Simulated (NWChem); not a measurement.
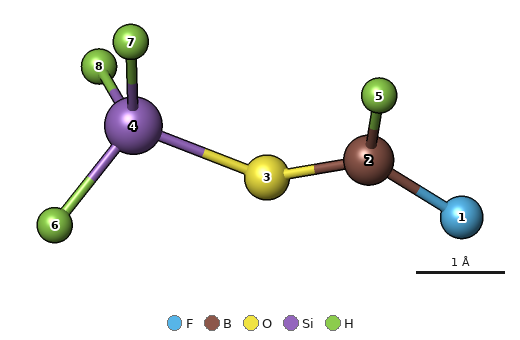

**Figure 1.** The structure as given in the input (ball-and-stick view, seen at a tilt; atoms are numbered from 1 in the order of the input).

# Run report: BSiH4OF, single-point calculation

System: BSiH4OF, multiplicity 3, SMILES FBO[SiH3].
Method: B3LYP/6-31G*, UKS (NWChem 7.3.0).

The geometry is that of the parent species in another charge or spin state. The geometry comes from this level: PBE0-D4/def2-TZVP.

### Input file
```python
from ase import Atoms
from ase.calculators.nwchem import NWChem

molecule = Atoms(['F', 'B', 'O', 'Si', 'H', 'H', 'H', 'H'], positions=[
    [-1.599400, -1.699200, 1.426100],
    [-0.685400, -0.787600, 1.133000],
    [-0.487500, -0.477100, -0.157600],
    [0.521000, 0.572800, -0.945400],
    [-0.075300, -0.278500, 2.029800],
    [-0.317100, 1.531000, -1.702400],
    [1.370700, 1.295700, 0.034600],
    [1.365000, -0.214300, -1.873700],
])

calc = NWChem(
    label='mol',
    theory='dft',
    memory='2200 mb',
    basis='6-31G*',
    dft={'xc': 'b3lyp', 'mult': '3', 'grid': 'xfine', 'convergence': 'energy 1e-08', 'iterations': '100', 'mulliken': None},
    task='energy',
)
molecule.calc = calc

e = molecule.get_potential_energy()
print(f"E = {e:.6f} eV")
```

### File mol.nwi
```
title "mol"

permanent_dir mol

scratch_dir mol

start mol

geometry units angstrom nocenter noautosym noautoz
  F  -1.5993999999999999e+00 -1.6992000000000000e+00 1.4260999999999999e+00
  B  -6.8540000000000001e-01 -7.8759999999999997e-01 1.1330000000000000e+00
  O  -4.8749999999999999e-01 -4.7710000000000002e-01 -1.5759999999999999e-01
  Si 5.2100000000000002e-01 5.7279999999999998e-01 -9.4540000000000002e-01
  H  -7.5300000000000006e-02 -2.7850000000000003e-01 2.0297999999999998e+00
  H  -3.1709999999999999e-01 1.5309999999999999e+00 -1.7023999999999999e+00
  H  1.3707000000000000e+00 1.2957000000000001e+00 3.4599999999999999e-02
  H  1.3650000000000000e+00 -2.1429999999999999e-01 -1.8736999999999999e+00
end

memory 2200 mb

basis noprint
   * library 6-31G*
end

dft
  xc b3lyp
  mult 3
  grid xfine
  convergence energy 1e-08
  iterations 100
  mulliken
end

task dft energy
```

Run on 1 thread of AMD EPYC (Zen 3), 32 GiB of memory available, shared host.

Launch command:
```bash
export ASE_NWCHEM_COMMAND="nwchem PREFIX.nwi > PREFIX.nwo"
python run.py
```

### Output
```
E = -13378.921122 eV
```

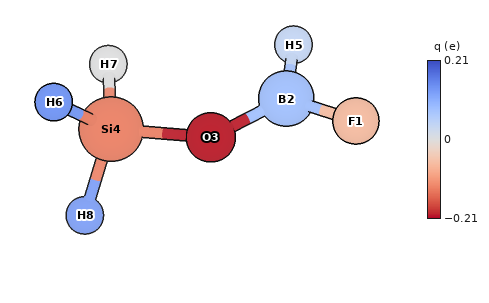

**Figure 2.** Löwdin charges, as the colour of each atom (ball-and-stick view, seen at a tilt; atoms are numbered from 1 in the order of the input). By element: F −0.06, B +0.08, O −0.20, Si −0.13 and H 0.00 to +0.13 e.

### Key numbers

```csv
quantity,value
outcome,converged
total energy,−491.666287 hartree
basis functions,72
⟨S²⟩,2.007
dipole moment,0.56 D
wall time,3.1 min
peak memory,0.13 GiB
```
